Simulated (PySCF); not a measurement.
## Run report: CH3Cl3OZr, excited-state calculation

CH3Cl3OZr (Zr(OMe)Cl3), computed with TDDFT CAM-B3LYP/def2-SVPD, vertical, gas phase, core orbitals frozen in the response (PySCF 2.14.0).

The geometry comes from this level: PBE0-D3(BJ)/def2-SVP. It belongs to a series of runs on one base structure; here: one ligand: Cl to OMe.

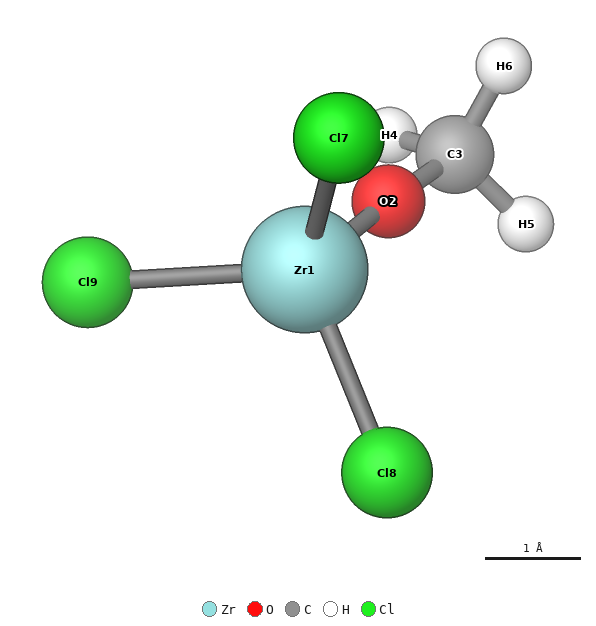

The input geometry (ball-and-stick view, seen at an oblique angle; atoms are numbered from 1 in the order of the input). Sticks mark near contacts. Bond lengths as drawn: Cl–Zr 2.34 to 2.35 Å, C–H 1.10 Å, C–O 1.39 Å and O–Zr 1.87 Å.

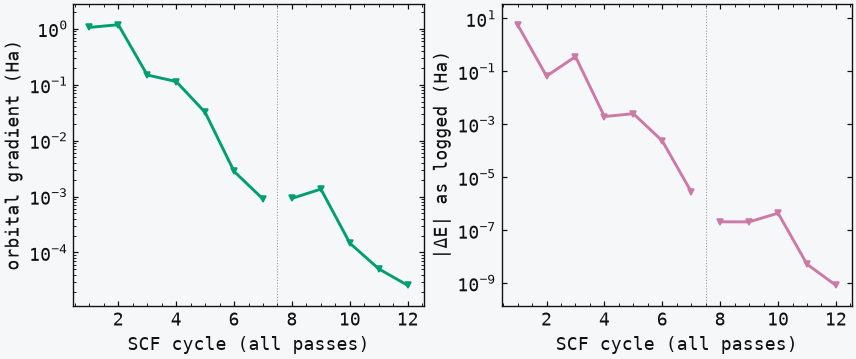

Convergence of the self-consistent field: orbital gradient and size of the energy change against the SCF cycle. The dotted line marks the change from a coarse to the final integration grid. The first 7 cycles use a coarse grid, the final grid takes over at cycle 8, and the field converges after 12 cycles in all.

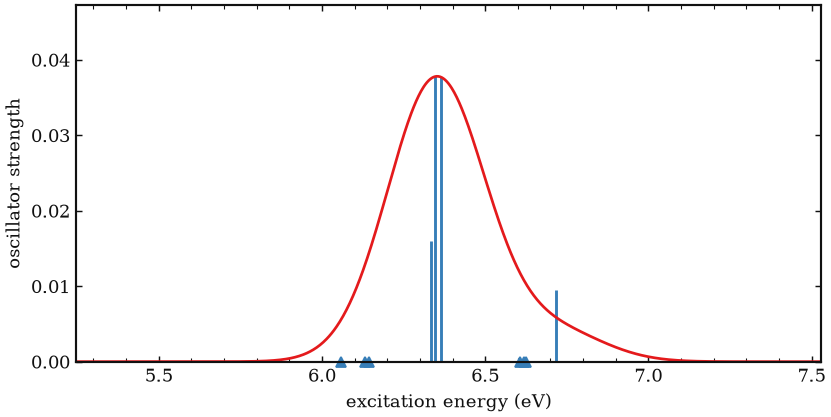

Computed excitations as sticks (degenerate states added up, dark ones marked on the axis), with a Gaussian envelope of 0.35 eV full width at half maximum, scaled to the tallest. Of the 10 states the lowest lies at 6.06 eV (f = 0.000); the strongest line is at 6.35 eV, or 195 nm (f = 0.038).

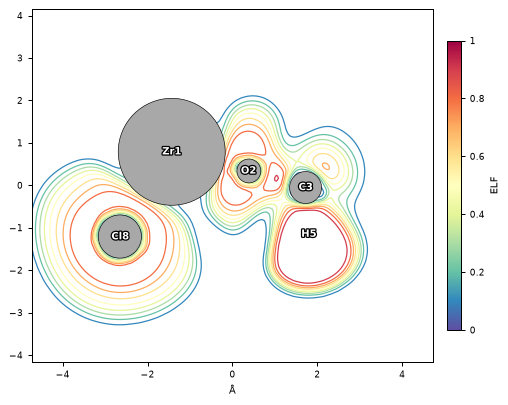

Electron localisation function on the plane of atoms O2, C3 and H5. Grey discs, where drawn, cover atomic cores. C–O (1.39 Å): the ELF peaks at about 0.90 between the atoms, which marks a shared but strongly polarised pair. Zr–O (1.87 Å): the ELF peaks at about 0.85 in the valence shell of O, 0.5 Å from its nucleus, and drops to about 0.20 between the two atoms. Zr–Cl (2.34 Å): the ELF peaks at about 0.85 in the valence shell of Cl, 0.8 Å from its nucleus, and is about 0.35 at the midpoint. C–H (1.10 Å): the ELF climbs to about 1 towards the hydrogen, as it does in any bond to H (a covalent bond by its length).

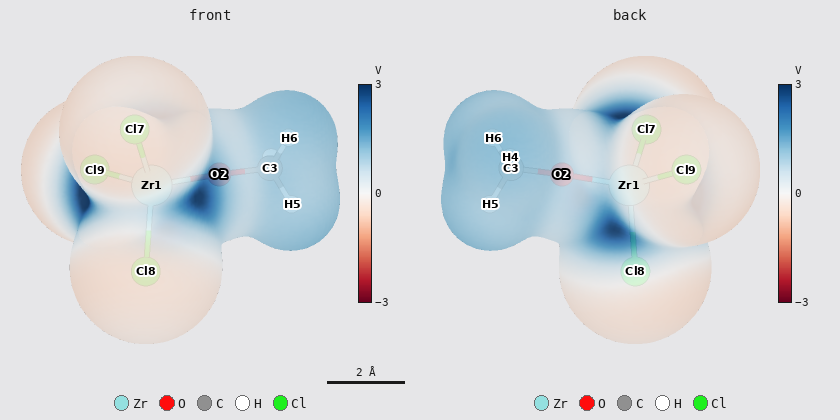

The electrostatic potential painted on the density surface at 0.002 e/bohr³, seen at a tilt and from behind; the colour scale runs from red (negative) to blue (positive). A positive charge is drawn to the negative regions and a negative charge to the positive ones.

The input that produced these results follows, with the program's output.

### Input file
```
{"job": {"kind": "uv", "xc": "CAM-B3LYP", "basis": "def2-SVPD", "ip": true, "nstates": 10}, "charge": 0, "multiplicity": 1}
Zr    -0.044308     0.193625    -1.525379
O      0.041476    -0.090034     0.323696
C      0.091140    -0.243416     1.706234
H     -0.391363    -1.189033     2.000422
H     -0.433419     0.590344     2.200086
H      1.138243    -0.256811     2.047960
Cl     2.134289     0.416736    -2.370348
Cl    -1.291670     2.143171    -1.881622
Cl    -1.111657    -1.634033    -2.526698
```

The first line tells a small driver script what to run in PySCF; the rest is the geometry in Å.

Launched with:
```bash
OMP_NUM_THREADS=1 python <driver script> task.json out
```

### What the program printed
```
coarse grid: 44936 points
cycle   1  E = -1542.2521188580  dE = -5.781e+00  |g| = 1.064e+00  |ddm| = 7.840e+00
cycle   2  E = -1542.1857983349  dE =  6.632e-02  |g| = 1.188e+00  |ddm| = 5.002e+00
cycle   3  E = -1542.5477183136  dE = -3.619e-01  |g| = 1.498e-01  |ddm| = 2.578e+00
cycle   4  E = -1542.5496873210  dE = -1.969e-03  |g| = 1.144e-01  |ddm| = 4.631e-01
cycle   5  E = -1542.5522170416  dE = -2.530e-03  |g| = 3.215e-02  |ddm| = 1.731e-01
cycle   6  E = -1542.5524530293  dE = -2.360e-04  |g| = 2.819e-03  |ddm| = 6.647e-02
cycle   7  E = -1542.5524558486  dE = -2.819e-06  |g| = 9.029e-04  |ddm| = 8.601e-03
final grid: 88176 points
cycle   8  E = -1542.5522227715  dE = -2.089e-07  |g| = 9.286e-04  |ddm| = 5.265e-03
cycle   9  E = -1542.5522225641  dE =  2.074e-07  |g| = 1.360e-03  |ddm| = 3.965e-03
cycle  10  E = -1542.5522230069  dE = -4.428e-07  |g| = 1.465e-04  |ddm| = 3.010e-03
cycle  11  E = -1542.5522230122  dE = -5.227e-09  |g| = 5.080e-05  |ddm| = 1.989e-04
cycle  12  E = -1542.5522230130  dE = -8.295e-10  |g| = 2.575e-05  |ddm| = 7.607e-05
converged SCF energy = -1542.5522230130

Static polarisability (au): isotropic 99.522, principal 97.545 98.075 102.945

Singlet excitations
state   eV       nm        f      main configurations
  1   6.0593    204.6   0.00002   H->L 0.32, H-1->L 0.26, H-1->L+1 0.21
  2   6.1329    202.2   0.00010   H->L 0.27, H-1->L 0.26, H->L+1 0.17
  3   6.1447    201.8   0.00020   H-2->L+1 0.31, H-1->L+1 0.23, H->L 0.14
  4   6.3329    195.8   0.01599   H->L+1 0.29, H-1->L 0.21, H-1->L+1 0.20
  5   6.3466    195.4   0.03781   H-2->L 0.73, H-5->L+1 0.08
  6   6.3637    194.8   0.03766   H-2->L+1 0.57, H->L+1 0.10, H-5->L 0.10
  7   6.6068    187.7   0.00006   H-3->L 0.49, H-5->L 0.20, H-4->L 0.15
  8   6.6197    187.3   0.00018   H-4->L+1 0.36, H-4->L 0.23, H-5->L+1 0.20
  9   6.6250    187.1   0.00013   H-3->L+1 0.33, H-5->L 0.13, H-5->L+1 0.13
 10   6.7180    184.6   0.00948   H-3->L+1 0.31, H-4->L 0.23, H-4->L+1 0.18

Triplet excitations (Tamm-Dancoff, eV): 5.8352 5.8455 5.9463 5.9562
Vertical electron affinity (delta-SCF) = 0.4082 eV
```

### Summary

- outcome: converged
- total energy: −1542.552223 hartree
- HOMO: −10.61 eV
- LUMO: −0.90 eV
- dipole moment: 3.52 D
- mean polarisability: 99.52 a.u.
- vertical electron affinity: 0.41 eV
- lowest singlet excitation: 6.06 eV
- hardware: 1 CPU thread, shared host
- wall time: 5.9 min
- peak memory: 1.1 GiB

### Remarks

Spin–orbit coupling is left out, which matters for the heavy atoms. Checks after the run noted: ip_vertical: SCF of the ion did not converge.
